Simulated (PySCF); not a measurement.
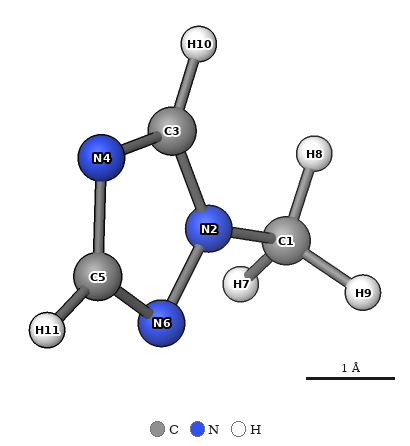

Figure 1. The structure as given in the input (ball-and-stick view, seen at a tilt; atoms are numbered from 1 in the order of the input). Bond lengths as drawn: C–H 1.08 to 1.09 Å, C–N 1.31 to 1.44 Å and N–N 1.34 Å.

# C3H5N3: one change and its effect

System: C3H5N3, SMILES Cn1cncn1.
Method of run A: GIAO wB97X-D/pcSseg-2 NMR shielding, non-relativistic, gas phase (PySCF 2.14.0).

The geometry comes from this level: PBE0-D3(BJ)/def2-TZVP. Text and figures count atoms from 1; the logs count them from 0 in places.

## Input, run A
```
{"job": {"kind": "nmr", "xc": "wB97X-D", "basis": "pcSseg-2", "pop": false}, "charge": 0, "multiplicity": 1}
C     -1.471338    -0.364190     0.568031
N     -0.157088    -0.076215     0.061742
C      0.411624     1.108918    -0.201729
N      1.634391     0.939970    -0.655008
C      1.763825    -0.405798    -0.647319
N      0.704227    -1.063452    -0.221138
H     -1.397994    -0.902525     1.513308
H     -1.998957     0.575358     0.725858
H     -2.022391    -0.973870    -0.148422
H     -0.094268     2.050912    -0.050285
H      2.659568    -0.919000    -0.962633
```

The first line tells a small driver script what to run in PySCF; the rest is the geometry in Å.

Launched with:
```bash
OMP_NUM_THREADS=1 python <driver script> task.json out
```

Hardware: 1 CPU thread, shared host.

## Output (run A)
```
coarse grid: 9544 points
cycle   1  E = -281.5021869154  dE =  1.350e+00  |g| = 4.941e-01  |ddm| = 2.350e+00
cycle   2  E = -281.4894047209  dE =  1.278e-02  |g| = 6.115e-01  |ddm| = 6.228e-01
cycle   3  E = -281.5604817118  dE = -7.108e-02  |g| = 5.575e-02  |ddm| = 3.196e-01
cycle   4  E = -281.5609070687  dE = -4.254e-04  |g| = 3.681e-02  |ddm| = 5.652e-02
cycle   5  E = -281.5611892109  dE = -2.821e-04  |g| = 1.140e-02  |ddm| = 2.670e-02
cycle   6  E = -281.5612167987  dE = -2.759e-05  |g| = 3.282e-03  |ddm| = 1.268e-02
cycle   7  E = -281.5612194470  dE = -2.648e-06  |g| = 1.313e-03  |ddm| = 3.787e-03
final grid: 93464 points
cycle   8  E = -281.5739901351  dE = -2.438e-04  |g| = 7.338e-03  |ddm| = 4.912e-02
cycle   9  E = -281.5739935276  dE = -3.392e-06  |g| = 6.916e-03  |ddm| = 8.934e-03
cycle  10  E = -281.5740027549  dE = -9.227e-06  |g| = 1.096e-03  |ddm| = 3.959e-03
cycle  11  E = -281.5740029543  dE = -1.994e-07  |g| = 6.229e-04  |ddm| = 1.032e-03
cycle  12  E = -281.5740030334  dE = -7.903e-08  |g| = 1.937e-04  |ddm| = 4.587e-04
cycle  13  E = -281.5740030421  dE = -8.690e-09  |g| = 4.037e-05  |ddm| = 1.325e-04
cycle  14  E = -281.5740030429  dE = -8.324e-10  |g| = 1.008e-05  |ddm| = 8.172e-05
converged SCF energy = -281.5740030429

GIAO shielding tensors (ppm)
atom      isotropic    diamagn.    paramagn.     s11        s22        s33       span
  0 C      148.190     242.235     -94.045    129.149    130.236    185.183     56.034
  1 N       27.216     323.017    -295.801   -108.651     64.819    125.480    234.131
  2 C       32.267     257.985    -225.717    -45.710     37.299    105.212    150.922
  3 N      -30.953     324.495    -355.448   -208.336   -106.839    222.315    430.650
  4 C       21.153     255.275    -234.122    -66.914     27.438    102.933    169.847
  5 N      -74.220     320.462    -394.682   -273.623   -104.314    155.277    428.901
  6 H       27.834      29.176      -1.342     23.934     25.987     33.582      9.648
  7 H       27.985      30.362      -2.376     23.311     27.942     32.703      9.391
  8 H       27.834      29.173      -1.339     23.929     25.992     33.581      9.652
  9 H       23.757      32.230      -8.473     21.070     23.275     26.927      5.857
 10 H       23.598      30.474      -6.876     20.826     24.293     25.674      4.848
```

Run B used a changed input.

## The two runs side by side

| quantity | run A | run B |
| --- | --- | --- |
| outcome | converged | converged |
| total energy (hartree) | −281.574003 | −286.014017 |
| HOMO (eV) | −9.55 | −6.55 |
| LUMO (eV) | 1.84 | −0.91 |
| dipole moment (D) | 3.42 | 3.24 |
| shielding of C1 (ppm) | 148.2 | 145.8 |
| shielding of N2 (ppm) | 27.2 | 36.7 |
| shielding of C3 (ppm) | 32.3 | 44.4 |
| shielding of N4 (ppm) | −31.0 | −13.8 |
| shielding of C5 (ppm) | 21.2 | 32.1 |
| shielding of N6 (ppm) | −74.2 | −54.0 |
| shielding of H10 (ppm) | 23.8 | 23.9 |
| SCF iterations | 14 | 16 |
| basis functions | 286 | 286 |
| wall time (shared host) | 61 s | 49 s |

Which change of the input explains these differences?

The change (lines with − go, lines with + come):
```diff
-"xc": "wB97X-D"
+"xc": "KT3"
```

The total energies belong to different methods, so their difference says nothing on which is more stable or more accurate. The HOMO goes from −9.55 to −6.55 eV. The LUMO goes from 1.84 to −0.91 eV. The dipole moment goes from 3.42 to 3.24 D. Of all shieldings, the largest change is that of N6, by +20.3 ppm. The functional changes from wB97X-D to KT3. Exact exchange removes part of the self-interaction error of semilocal functionals, which pushes filled and empty levels apart. The SCF takes 16 iterations against 14.

## Output (run B)
```
coarse grid: 9544 points
cycle   1  E = -285.9430383232  dE =  9.665e-01  |g| = 4.880e-01  |ddm| = 2.369e+00
cycle   2  E = -285.7482775309  dE =  1.948e-01  |g| = 1.039e+00  |ddm| = 1.229e+00
cycle   3  E = -285.9926610021  dE = -2.444e-01  |g| = 1.915e-01  |ddm| = 8.999e-01
cycle   4  E = -286.0005942707  dE = -7.933e-03  |g| = 7.112e-02  |ddm| = 1.678e-01
cycle   5  E = -286.0014795824  dE = -8.853e-04  |g| = 3.810e-02  |ddm| = 6.005e-02
cycle   6  E = -286.0017917091  dE = -3.121e-04  |g| = 1.074e-02  |ddm| = 2.798e-02
cycle   7  E = -286.0018142581  dE = -2.255e-05  |g| = 4.813e-03  |ddm| = 9.590e-03
cycle   8  E = -286.0018196165  dE = -5.358e-06  |g| = 3.416e-04  |ddm| = 3.183e-03
final grid: 93464 points
cycle   9  E = -286.0140152493  dE = -4.031e-04  |g| = 3.932e-03  |ddm| = 1.721e-01
cycle  10  E = -286.0140150844  dE =  1.648e-07  |g| = 3.073e-03  |ddm| = 4.876e-03
cycle  11  E = -286.0140159905  dE = -9.060e-07  |g| = 2.304e-03  |ddm| = 3.119e-03
cycle  12  E = -286.0140169177  dE = -9.272e-07  |g| = 9.438e-04  |ddm| = 1.731e-03
cycle  13  E = -286.0140171272  dE = -2.095e-07  |g| = 2.456e-04  |ddm| = 7.341e-04
cycle  14  E = -286.0140171386  dE = -1.140e-08  |g| = 9.655e-05  |ddm| = 1.863e-04
cycle  15  E = -286.0140171407  dE = -2.063e-09  |g| = 1.844e-05  |ddm| = 6.564e-05
cycle  16  E = -286.0140171407  dE = -4.036e-11  |g| = 1.212e-05  |ddm| = 1.865e-05
converged SCF energy = -286.0140171407

GIAO shielding tensors (ppm)
atom      isotropic    diamagn.    paramagn.     s11        s22        s33       span
  0 C      145.781     241.782     -96.001    125.954    128.606    182.785     56.831
  1 N       36.724     321.291    -284.567    -81.906     71.598    120.478    202.384
  2 C       44.380     259.375    -214.995    -24.951     53.628    104.464    129.415
  3 N      -13.799     325.012    -338.811   -173.110    -79.935    211.647    384.757
  4 C       32.141     257.705    -225.564    -45.533     42.611     99.346    144.879
  5 N      -53.957     323.033    -376.990   -232.825    -81.646    152.599    385.424
  6 H       27.760      29.401      -1.642     23.942     25.898     33.439      9.497
  7 H       27.923      30.563      -2.641     23.394     27.942     32.431      9.037
  8 H       27.759      29.400      -1.641     23.937     25.904     33.437      9.500
  9 H       23.899      32.210      -8.311     21.516     23.452     26.730      5.214
 10 H       23.721      29.943      -6.222     21.130     24.563     25.468      4.338
```
